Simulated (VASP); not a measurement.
Band structure of ZnS (zinc blende). Level of theory: PBE GGA, VASP's PBE PAW potentials (set 64) (plane waves; VASP).

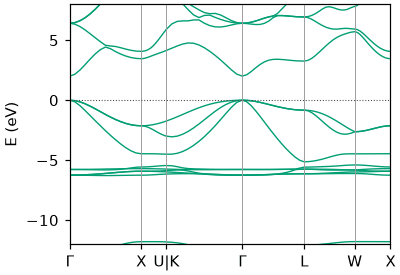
*Bands along high-symmetry lines, zero at the valence-band maximum or, without a gap, the Fermi level*

Task: Read the plot: is there a gap, and where are the band edges?

Result: The gap is direct, 2.01 eV, from the valence maximum at Γ to the conduction minimum at Γ. (Edges off the drawn lines would not show.)

Measured: gap 3.94 eV (computed value off by -1.93 eV), as given by Wei Chen et al., Physical Review Materials (2018), doi:10.1103/physrevmaterials.2.073803 [zero-point renormalisation of 0.1 eV added back (the table's ZPR column)].

The compound is ZnS in the zinc blende structure. It was relaxed first.
